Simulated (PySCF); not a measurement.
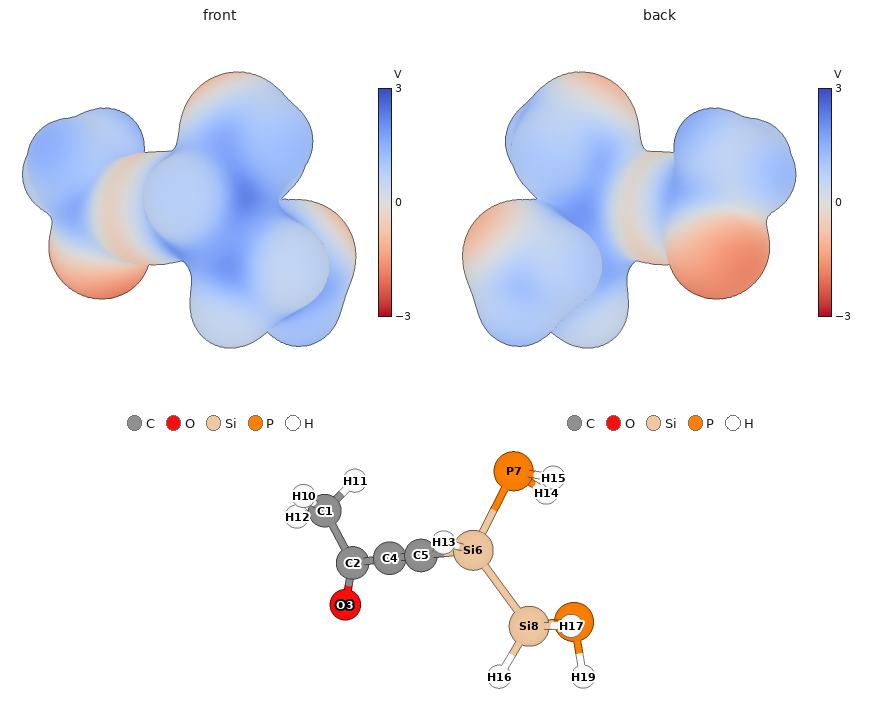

The picture shows: C4H10OP2Si2. The molecular electrostatic potential painted on the density surface at 0.004 e/bohr³, seen from the front and from behind; red is negative and blue positive. The bare structure is drawn below in the same view.

Geometry: GFN2-xTB.

Theory: PySCF 2.14.0, PBE0/pcSseg-1, SCF density, gas phase, non-relativistic.

Input

```
{"job": {"kind": "nmr", "xc": "PBE0", "basis": "pcSseg-1"}, "charge": 0, "multiplicity": 1}
C     -2.917929     0.789597     2.590852
C     -2.749864     0.348949     1.159594
O     -3.615087     0.409873     0.319788
C     -1.429313    -0.153750     0.875549
C     -0.330848    -0.588145     0.611833
Si     1.392799    -1.114622     0.160298
P      2.677722     0.378328     1.259790
Si     1.610727    -1.100943    -2.175246
P      1.448564     1.034916    -2.842691
H     -2.697102    -0.042475     3.256889
H     -2.209539     1.587357     2.808499
H     -3.932884     1.141401     2.756578
H      1.590217    -2.410949     0.826746
H      2.539018     1.367058     0.297873
H      3.859280    -0.077278     0.698377
H      0.636908    -1.980819    -2.833049
H      2.944099    -1.536810    -2.617820
H      0.157785     1.206927    -2.374829
H      1.015644     0.750638    -4.122890
```

Launched as:

```sh
OMP_NUM_THREADS=1 python probes_run.py task.json out
```

> Which sites attract a positive test charge, and which a negative one?

A positive charge is drawn to the negative regions and a negative charge to the positive ones. The most negative region (about −1.8 V) lies over O3, the most positive (about +2.0 V) over Si6. O3 is the likeliest acceptor of a hydrogen bond.

> What dipole moment does the calculation give?

Its dipole moment is 2.05 D.
